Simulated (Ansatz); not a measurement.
# HBrCl (doublet): correlated methods under varied settings at distance Br1–H2 along a hydrogen transfer = 2.181 Å

What do other methods and options give for HBrCl (doublet) at this geometry, and how long do they take?

Method: the settings change from run to run; program: Ansatz 0.2.0, Gaussian basis.

11 further runs of the same task are left out: 1 for a mislabelled method, 10 that didn't finish.

## (1) What is computed

The geometry derives from fragments relaxed apart (PBE0/def2-TZVP) and kept rigid, so it is no stationary point. A hydrogen atom is moved between rigid fragments. No spin-orbit coupling is included. The filled d shell of Br may be among the frozen orbitals whatever the setting's name suggests; the logs give the count.

3 atoms, charge 0, spin multiplicity 2.

Atoms are counted from 1 here; the program's logs count them from 0.

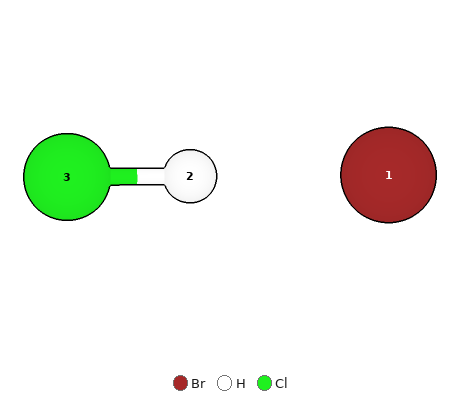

The structure; bromine red, hydrogen white, chlorine green; atoms are numbered from 1 in the order of the file.

## (2) CCSD(T) on ROHF/6-31G

Contents of in.yaml:

```yaml
crystal:
  periodic: [false, false, false]
  atoms:
    - {symbol: Br, position_ang: [0.000000, 0.000000, -1.904000]}
    - {symbol: H, position_ang: [0.000000, 0.000000, 0.277000]}
    - {symbol: Cl, position_ang: [0.000000, 0.000000, 1.627000]}
basis:
  gaussian: {orbitals: 6-31G}
magnetization: {spin_polarized: false, initial_magnetization: 1}
correlation: {method: ccsd_t, electrons: outside_noble_gas}
```

Command:

```sh
$ ansatz run in.yaml --threads 1 --pin off --events-out ev --progress --plain --max-ram 2393MiB
```

The log of the run, shortened:

```text
Functional definition: HF
  name "HF"
  cite "Fock, Z. Phys. 61, 126 (1930) doi:10.1007/BF01340294"
  parent pbe
[...]
434 factors; integrals over basis functions are off by at most 8.2e-4 eV
[...]
mean field -82506.78619863 eV, -3032.0684676915 hartree, gradient 4.0e-6 eV, S^2 0.750000; 12 other end points of the search recorded, 0 dependent functions left out
[...]
determinant -82506.78619863 eV, -3032.0684676915 hartree, with singles and doubles -82509.24994506 eV, -3032.1590087026 hartree
determinant -82506.64374540 eV, -3032.0632326317 hartree, with singles and doubles -82509.18088769 eV, -3032.1564708912 hartree
determinant -82503.48626647 eV, -3031.9471974211 hartree, with singles and doubles -82507.05076849 eV, -3032.0781904542 hartree
determinant -82506.78619863 eV, -3032.0684676915 hartree, with singles and doubles -82509.26826705 eV, -3032.1596820233 hartree
determinant -82506.64374540 eV, -3032.0632326317 hartree, with singles and doubles -82509.19859481 eV, -3032.1571216156 hartree
determinant -82503.48626647 eV, -3031.9471974211 hartree, with singles and doubles -82507.07007703 eV, -3032.0789000301 hartree
determinant -82506.78619863 eV, -3032.0684676915 hartree, with singles and doubles -82509.26811591 eV, -3032.1596764692 hartree
determinant -82506.64374540 eV, -3032.0632326317 hartree, with singles and doubles -82509.19847113 eV, -3032.1571170706 hartree
19 core orbitals not correlated: weight in the atoms' cores, before any rotation towards them, 1.000 or more for the frozen orbitals, at most 0.000 for the correlated occupied ones
reference -82506.78619863 eV, -3032.0684676915 hartree; 8, 7 occupied and 17, 18 virtual orbitals, 434 factors
second order -2.07392384 eV of doubles, -0.01174806 eV of singles
cycle   1  -2.48191634 eV  change    9.4e-7 eV  update   1.6e-6
perturbative correction -0.02577935 eV, -0.0009473736 hartree
Total energy: -82509.29389433 eV, -3032.1606238084 hartree
```

It took 4.6 s on 1 thread of Intel Xeon Platinum 8488C, shared host.

From the report: correlation -2.5077 eV; T1 0.008; largest double amplitude 0.07.

## (3) BCCD(T) on UHF/def2-mTZVP

Contents of in.yaml:

```yaml
crystal:
  periodic: [false, false, false]
  atoms:
    - {symbol: Br, position_ang: [0.000000, 0.000000, -1.904000]}
    - {symbol: H, position_ang: [0.000000, 0.000000, 0.277000]}
    - {symbol: Cl, position_ang: [0.000000, 0.000000, 1.627000]}
basis:
  gaussian: {orbitals: def2-mTZVP}
magnetization: {spin_polarized: true, initial_magnetization: 1}
correlation: {method: bccd_t, electrons: outside_noble_gas}
scf: {lower_state_search: off}
```

Launched as before.

The log of the run, shortened:

```text
Functional definition: HF
  name "HF"
  cite "Fock, Z. Phys. 61, 126 (1930) doi:10.1007/BF01340294"
  parent pbe
[...]
541 factors; integrals over basis functions are off by at most 8.3e-4 eV
[...]
mean field -82517.77704320 eV, -3032.4723737796 hartree, gradient 3.6e-6 eV, S^2 0.756656; 0 other end points of the search recorded, 0 dependent functions left out
19 core orbitals not correlated: weight in the atoms' cores, before any rotation towards them, 1.000 or more for the frozen orbitals, at most 0.000 for the correlated occupied ones
reference -82517.77704320 eV, -3032.4723737796 hartree; 8, 7 occupied and 34, 35 virtual orbitals, 541 factors
second order -6.94387708 eV of doubles, -0.00000000 eV of singles
cycle   1  -7.58116049 eV  change   -6.4e-1 eV  update   4.7e-2
[...]
cycle  10  -7.74724211 eV  change    1.5e-7 eV  update   6.9e-6
perturbative correction -0.13174084 eV, -0.0048413867 hartree
Total energy: -82525.65602616 eV, -3032.7619210625 hartree
Checks for a lower state left out: stability, starts, cluster_reference, orbital_swaps, neighbouring_geometries, increment
```

It took 1.6 s on 1 thread of Intel Xeon Platinum 8488C, shared host.

From the report: ⟨S²⟩ of the determinant 0.757 (pure doublet: 0.75); correlation -7.8790 eV; largest double amplitude 0.04.

## (4) MP2 on ROHF/cc-pVDZ

Contents of in.yaml:

```yaml
crystal:
  periodic: [false, false, false]
  atoms:
    - {symbol: Br, position_ang: [0.000000, 0.000000, -1.904000]}
    - {symbol: H, position_ang: [0.000000, 0.000000, 0.277000]}
    - {symbol: Cl, position_ang: [0.000000, 0.000000, 1.627000]}
basis:
  gaussian: {orbitals: cc-pVDZ, fitting: {mean_field: def2-universal-jkfit}}
magnetization: {spin_polarized: false, initial_magnetization: 1}
correlation: {method: mp2, electrons: all}
accuracy: high
output: {forces: true}
```

The command is unchanged.

The log of the run, shortened:

```text
Functional definition: HF
  name "HF"
  cite "Fock, Z. Phys. 61, 126 (1930) doi:10.1007/BF01340294"
  parent pbe
[...]
412 factors; integrals over basis functions are off by at most 2.4e-1 eV
[...]
mean field -82517.02160061 eV, -3032.4446117764 hartree, gradient 2.8e-8 eV, S^2 0.750000; 11 other end points of the search recorded, 0 dependent functions left out
[...]
reference -82517.02160061 eV, -3032.4446117764 hartree; 27, 26 occupied and 23, 24 virtual orbitals, 412 factors
second order -7.39519118 eV of doubles, -0.06789312 eV of singles
[...]
Total energy: -82524.48468492 eV, -3032.7188750660 hartree
Atom 0 at     0.000000     0.000000    -1.904000 Å, force     0.000000     0.000000    -0.555952 eV/Å
Atom 1 at     0.000000     0.000000     0.277000 Å, force    -0.000000    -0.000000     1.870859 eV/Å
Atom 2 at     0.000000     0.000000     1.627000 Å, force     0.000000     0.000000    -1.314907 eV/Å
Dipole moment:     0.000000     0.000000    -0.514451 e Å
```

Wall time 12 s (1 thread of Intel Xeon Platinum 8488C, shared host).

## (5) CCSDT on ROHF/cc-pVDZ

Contents of in.yaml:

```yaml
crystal:
  periodic: [false, false, false]
  atoms:
    - {symbol: Br, position_ang: [0.000000, 0.000000, -1.904000]}
    - {symbol: H, position_ang: [0.000000, 0.000000, 0.277000]}
    - {symbol: Cl, position_ang: [0.000000, 0.000000, 1.627000]}
basis:
  gaussian: {orbitals: cc-pVDZ}
magnetization: {spin_polarized: false, initial_magnetization: 1}
correlation: {method: ccsdt, electrons: outside_noble_gas}
```

Same command.

The log of the run, shortened:

```text
Functional definition: HF
  name "HF"
  cite "Fock, Z. Phys. 61, 126 (1930) doi:10.1007/BF01340294"
  parent pbe
[...]
922 factors; integrals over basis functions are off by at most 1.6e-7 eV
[...]
mean field -82517.02329476 eV, -3032.4446740350 hartree, gradient 8.8e-6 eV, S^2 0.750000; 12 other end points of the search recorded, 0 dependent functions left out
[...]
determinant -82517.02329476 eV, -3032.4446740350 hartree, with singles and doubles -82524.55418335 eV, -3032.7214290863 hartree
determinant -82516.85315796 eV, -3032.4384216231 hartree, with singles and doubles -82524.42665153 eV, -3032.7167423782 hartree
determinant -82513.65687831 eV, -3032.3209605125 hartree, with singles and doubles -82522.10142419 eV, -3032.6312918495 hartree
determinant -82517.02329476 eV, -3032.4446740350 hartree, with singles and doubles -82524.55417595 eV, -3032.7214288143 hartree
determinant -82516.85315796 eV, -3032.4384216231 hartree, with singles and doubles -82524.42665417 eV, -3032.7167424753 hartree
[...]
19 core orbitals not correlated: weight in the atoms' cores, before any rotation towards them, 1.000 or more for the frozen orbitals, at most 0.000 for the correlated occupied ones
reference -82517.02329476 eV, -3032.4446740350 hartree; 8, 7 occupied and 23, 24 virtual orbitals, 922 factors
second order -6.67866359 eV of doubles, -0.06562457 eV of singles
cycle   1  -7.37085034 eV  change   -6.3e-1 eV  update   5.1e-2
[...]
cycle  15  -7.64678859 eV  change    5.9e-7 eV  update   9.9e-7
Total energy: -82524.67008335 eV, -3032.7256883326 hartree
```

It took 14 s on 1 thread of Intel Xeon Platinum 8488C, shared host.

From the report: correlation -7.6468 eV; T1 0.009; largest double amplitude 0.05.

## (6) CCSDT(Q)/B on UHF/6-31G

Contents of in.yaml:

```yaml
crystal:
  periodic: [false, false, false]
  atoms:
    - {symbol: Br, position_ang: [0.000000, 0.000000, -1.904000]}
    - {symbol: H, position_ang: [0.000000, 0.000000, 0.277000]}
    - {symbol: Cl, position_ang: [0.000000, 0.000000, 1.627000]}
basis:
  gaussian: {orbitals: 6-31G}
magnetization: {spin_polarized: true, initial_magnetization: 1}
correlation: {method: ccsdt_q_b, electrons: outside_noble_gas}
```

The command is unchanged.

The log of the run, shortened:

```text
Functional definition: HF
  name "HF"
  cite "Fock, Z. Phys. 61, 126 (1930) doi:10.1007/BF01340294"
  parent pbe
[...]
694 factors; integrals over basis functions are off by at most 7.5e-8 eV
[...]
mean field -82506.80187078 eV, -3032.0690436321 hartree, gradient 2.7e-6 eV, S^2 0.751032; 11 other end points of the search recorded, 0 dependent functions left out
determinant -82506.80187078 eV, -3032.0690436321 hartree, with singles and doubles -82509.25074669 eV, -3032.1590381622 hartree
determinant -82506.67884150 eV, -3032.0645223897 hartree, with singles and doubles -82509.18195344 eV, -3032.1565100568 hartree
determinant -82503.52423340 eV, -3031.9485926803 hartree, with singles and doubles -82507.00658332 eV, -3032.0765666792 hartree
determinant -82506.80187078 eV, -3032.0690436321 hartree, with singles and doubles -82509.26882663 eV, -3032.1597025874 hartree
determinant -82506.67884150 eV, -3032.0645223897 hartree, with singles and doubles -82509.19925409 eV, -3032.1571458439 hartree
determinant -82503.52423340 eV, -3031.9485926803 hartree, with singles and doubles -82507.02514089 eV, -3032.0772486576 hartree
determinant -82506.80187078 eV, -3032.0690436321 hartree, with singles and doubles -82509.26866978 eV, -3032.1596968235 hartree
determinant -82506.67884150 eV, -3032.0645223897 hartree, with singles and doubles -82509.19915040 eV, -3032.1571420333 hartree
19 core orbitals not correlated: weight in the atoms' cores, before any rotation towards them, 1.000 or more for the frozen orbitals, at most 0.000 for the correlated occupied ones
reference -82506.80187078 eV, -3032.0690436321 hartree; 8, 7 occupied and 17, 18 virtual orbitals, 694 factors
second order -2.07256211 eV of doubles, -0.00000000 eV of singles
cycle   1  -2.35650213 eV  change   -2.8e-1 eV  update   4.2e-2
[...]
cycle  14  -2.49757065 eV  change   -3.9e-7 eV  update   1.5e-6
perturbative correction -0.00044480 eV, -0.0000163461 hartree
Total energy: -82509.29988623 eV, -3032.1608440068 hartree
```

Wall time 16 s (1 thread of Intel Xeon Platinum 8488C, shared host); peak memory 0.29 GiB.

From the report: ⟨S²⟩ of the determinant 0.751 (pure doublet: 0.75); correlation -2.4980 eV; T1 0.006; largest double amplitude 0.08.

## (7) MP2 on UHF/cc-pVDZ

in.yaml, as its differences from that of step 6:

```diff
@@ -7,4 +7,4 @@
 basis:
-  gaussian: {orbitals: 6-31G}
+  gaussian: {orbitals: cc-pVDZ}
 magnetization: {spin_polarized: true, initial_magnetization: 1}
-correlation: {method: ccsdt_q_b, electrons: outside_noble_gas}
+correlation: {method: mp2, electrons: outside_noble_gas}
```

Same command.

The log of the run, shortened:

```text
Functional definition: HF
  name "HF"
  cite "Fock, Z. Phys. 61, 126 (1930) doi:10.1007/BF01340294"
  parent pbe
[...]
555 factors; integrals over basis functions are off by at most 1.2e-3 eV
[...]
mean field -82517.11967790 eV, -3032.4482160501 hartree, gradient 1.1e-6 eV, S^2 0.755951; 11 other end points of the search recorded, 0 dependent functions left out
19 core orbitals not correlated: weight in the atoms' cores, before any rotation towards them, 1.000 or more for the frozen orbitals, at most 0.000 for the correlated occupied ones
reference -82517.11967790 eV, -3032.4482160501 hartree; 8, 7 occupied and 23, 24 virtual orbitals, 555 factors
second order -6.63422237 eV of doubles, -0.00000000 eV of singles
Total energy: -82523.75390027 eV, -3032.6920192254 hartree
```

Run time: 3.7 s. Hardware: 1 thread of Intel Xeon Platinum 8488C, shared host.

From the report: ⟨S²⟩ of the determinant 0.756 (pure doublet: 0.75).

## (8) BCCD(T) on ROHF/cc-pVDZ

in.yaml, as its differences from that of step 7:

```diff
@@ -8,3 +8,3 @@
   gaussian: {orbitals: cc-pVDZ}
-magnetization: {spin_polarized: true, initial_magnetization: 1}
-correlation: {method: mp2, electrons: outside_noble_gas}
+magnetization: {spin_polarized: false, initial_magnetization: 1}
+correlation: {method: bccd_t, electrons: valence, diis_vectors: 4}
```

The command is unchanged.

The log of the run, shortened:

```text
Functional definition: HF
  name "HF"
  cite "Fock, Z. Phys. 61, 126 (1930) doi:10.1007/BF01340294"
  parent pbe
[...]
555 factors; integrals over basis functions are off by at most 1.2e-3 eV
[...]
mean field -82517.02324540 eV, -3032.4446722211 hartree, gradient 3.7e-6 eV, S^2 0.750000; 12 other end points of the search recorded, 0 dependent functions left out
[...]
determinant -82517.02324540 eV, -3032.4446722211 hartree, with singles and doubles -82524.85959658 eV, -3032.7326528154 hartree
determinant -82516.85309663 eV, -3032.4384193694 hartree, with singles and doubles -82524.73191773 eV, -3032.7279607042 hartree
determinant -82513.65682676 eV, -3032.3209586180 hartree, with singles and doubles -82522.40597570 eV, -3032.6424839110 hartree
determinant -82517.02324540 eV, -3032.4446722211 hartree, with singles and doubles -82524.85956044 eV, -3032.7326514872 hartree
determinant -82516.85309663 eV, -3032.4384193694 hartree, with singles and doubles -82524.73186609 eV, -3032.7279588063 hartree
14 core orbitals not correlated: weight in the atoms' cores, before any rotation towards them, 1.000 or more for the frozen orbitals, at most 0.000 for the correlated occupied ones
reference -82517.02324540 eV, -3032.4446722211 hartree; 13, 12 occupied and 23, 24 virtual orbitals, 555 factors
second order -7.01861573 eV of doubles, -0.06776701 eV of singles
cycle   1  -7.83612112 eV  change    1.9e-4 eV  update   1.5e-3
[...]
cycle   5  -7.83542715 eV  change    4.0e-6 eV  update   1.4e-5
perturbative correction -0.11454968 eV, -0.0042096229 hartree
Total energy: -82524.97322222 eV, -3032.7368284806 hartree
```

Wall time 9 s (1 thread of Intel Xeon Platinum 8488C, shared host).

From the report: correlation -7.9500 eV; largest double amplitude 0.05.

## (9) CCSD(T)/aug-cc-pVDZ

in.yaml, as its differences from that of step 8:

```diff
@@ -7,4 +7,6 @@
 basis:
-  gaussian: {orbitals: cc-pVDZ}
+  gaussian: {orbitals: aug-cc-pVDZ}
 magnetization: {spin_polarized: false, initial_magnetization: 1}
-correlation: {method: bccd_t, electrons: valence, diis_vectors: 4}
+hamiltonian: {xc: {name: r2SCAN}, pseudopotentials: {relativity: scalar}}
+correlation: {method: ccsd_t, electrons: outside_noble_gas}
+output: {forces: true}
```

The command is unchanged.

The log of the run, shortened:

```text
Functional definition: r2SCAN
  name "r2SCAN"
  cite "Furness, Kaplan, Ning, Perdew & Sun, J. Phys. Chem. Lett. 11, 8208 (2020) doi:10.1021/acs.jpclett.0c02405"
  cite "Furness, Kaplan, Ning, Perdew & Sun, J. Phys. Chem. Lett. 11, 9248 (2020) doi:10.1021/acs.jpclett.0c03077"
  parent r2scan
[...]
744 factors; integrals over basis functions are off by at most 1.3e-3 eV
[...]
mean field -83287.03789391 eV, -3060.7421886193 hartree, gradient 2.0e-6 eV, S^2 0.750000; 15 other end points of the search recorded, 0 dependent functions left out
[...]
19 core orbitals not correlated: weight in the atoms' cores, before any rotation towards them, 1.000 or more for the frozen orbitals, at most 0.000 for the correlated occupied ones
reference -83221.31212265 eV, -3058.3268110762 hartree; 8, 7 occupied and 45, 46 virtual orbitals, 744 factors
second order -7.50706689 eV of doubles, -0.38683109 eV of singles
cycle   1  -8.28621775 eV  change   -3.9e-1 eV  update   7.2e-2
[...]
cycle  15  -8.58022424 eV  change   -4.0e-8 eV  update   5.6e-8
perturbative correction -0.18668224 eV, -0.0068604457 hartree
[...]
Total energy: -83230.07902913 eV, -3058.6489889467 hartree
Relativity: scalar
Atom 0 at     0.000000     0.000000    -1.904000 Å, force     0.000000     0.000000    -0.523117 eV/Å
Atom 1 at     0.000000     0.000000     0.277000 Å, force     0.000000     0.000000     1.577295 eV/Å
Atom 2 at     0.000000     0.000000     1.627000 Å, force     0.000000    -0.000000    -1.054178 eV/Å
Dipole moment:    -0.000000     0.000000    -0.480381 e Å
```

Wall time 48 s (1 thread of Intel Xeon Platinum 8488C, shared host); peak memory 0.34 GiB.

From the report: correlation -8.7669 eV; T1 0.044; largest double amplitude 0.03. The orbitals are Kohn-Sham ones, so correlation energy and T1 don't compare with those on Hartree-Fock orbitals.

## (10) All runs side by side

Where basis and cores are those of an earlier UCCSDT(Q)/cc-pVDZ run (-82524.6839 eV), and the state is the same kind, the miss against it is given.

```
                                                   level         correlated  functions  energy (eV)  from UCCSDT(Q) (meV)   time
                                   CCSD(T) on ROHF/6-31G  outside noble gas         44  -82509.2939                        4.6 s
                               BCCD(T) on UHF/def2-mTZVP  outside noble gas         61  -82525.6560                        1.6 s
                                     MP2 on ROHF/cc-pVDZ                all         50  -82524.4847                         12 s
                                   CCSDT on ROHF/cc-pVDZ  outside noble gas         50  -82524.6701                  13.8   14 s
                                 CCSDT(Q)/B on UHF/6-31G  outside noble gas         44  -82509.2999                         16 s
                                      MP2 on UHF/cc-pVDZ  outside noble gas         50  -82523.7539                 930.0  3.7 s
                                 BCCD(T) on ROHF/cc-pVDZ            valence         50  -82524.9732                          9 s
CCSD(T)/aug-cc-pVDZ (on r2SCAN orbitals, relativity set)  outside noble gas         72  -83230.0790                         48 s
```

## (11) Results

| quantity | value |
| --- | --- |
| runs | 8 |
| quickest | BCCD(T) on UHF/def2-mTZVP, 1.6 s |
| slowest | CCSD(T)/aug-cc-pVDZ (on r2SCAN orbitals, relativity set), 48 s |

Total energies in different bases, with other cores or another treatment of relativity can't be set against each other. CCSD(T)/aug-cc-pVDZ (on r2SCAN orbitals, relativity set) took 30 times as long as BCCD(T) on UHF/def2-mTZVP; the jobs differ in more than the method. Among the correlated runs with a miss given, it spans +14 to +930 meV.
